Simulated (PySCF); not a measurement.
C₂H₂N₂O₂Si (SMILES [H][Si]([H])(N=C=O)N=C=O)

Input

```
{"job": {"kind": "nmr", "xc": "PBE0", "basis": "pcSseg-1"}, "charge": 0, "multiplicity": 1}
Si    -0.790777    -0.003490    -0.512500
N     -0.709899    -0.029279     1.197724
C     -0.600990    -0.009447     2.390424
O     -0.501972     0.005840     3.551705
N      0.798922     0.012662    -1.148390
C      1.916657    -0.013682    -1.578098
O      3.003278    -0.033991    -1.999414
H     -1.494719     1.228850    -0.946201
H     -1.487769    -1.226894    -0.980921
```

Command:

```sh
OMP_NUM_THREADS=1 python probes_run.py task.json out
```

Geometry: PBE0-D3(BJ)/def2-SVP.

Computed with PBE0/pcSseg-1, SCF density, gas phase, non-relativistic (PySCF 2.14.0).

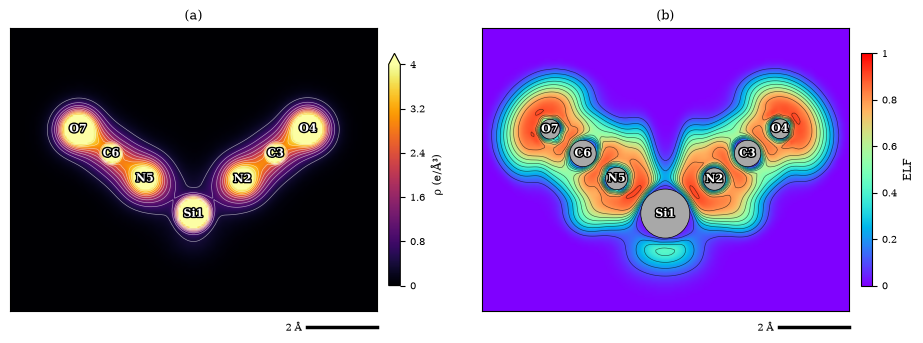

Figure 1. (a) total electron density; (b) electron localisation function on the plane of atoms N2, Si1 and N5. Grey discs cover the atomic cores in the ELF map.

**What do the fields say about this system?**

The section cuts through Si, N, C and O sites. C–O (1.17 Å): ρ is about 3.6 e/Å³ halfway; the ELF peaks at about 0.85 between the atoms: a multiple bond. C–N (1.20 Å): ρ at the midpoint is about 3 e/Å³; the ELF peaks at about 0.85 between the atoms; a multiple bond. Si–N (1.71 Å): ρ at the midpoint is about 1 e/Å³; the ELF peaks at about 0.90 between the atoms; a polar covalent bond. The ELF also peaks beside O7 and O4, away from the bonds: lone-pair regions.

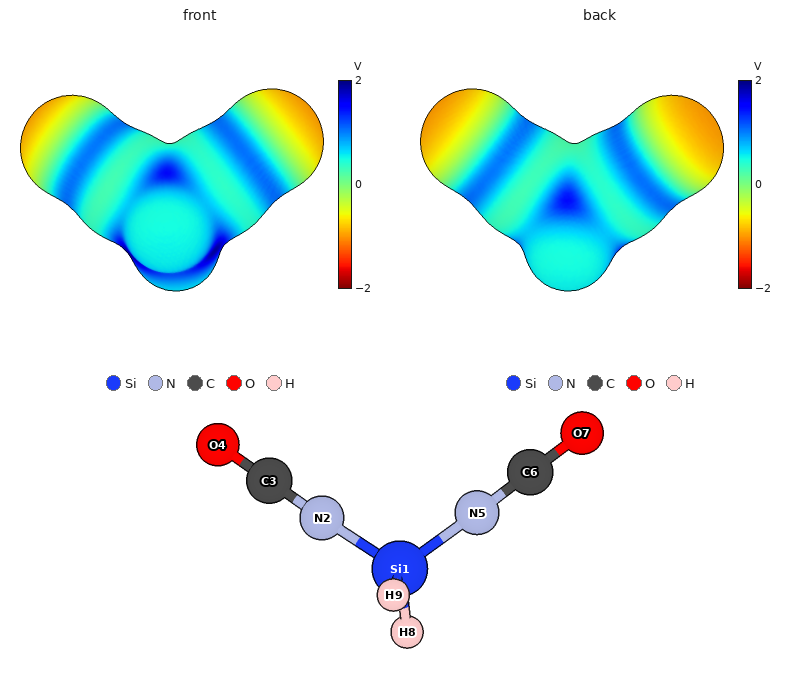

Figure 2. The molecular electrostatic potential painted on the density surface at 0.002 e/bohr³, seen from the front and from behind; red is negative and blue positive. The bare structure is drawn below in the same view.

**Where is the surface potential most negative and most positive?**

The most negative region (about −1.0 V) lies over O4 and O7, the most positive (about +1.8 V) over Si1.

**How polar is the molecule by this calculation?**

Its dipole moment is 2.22 D.
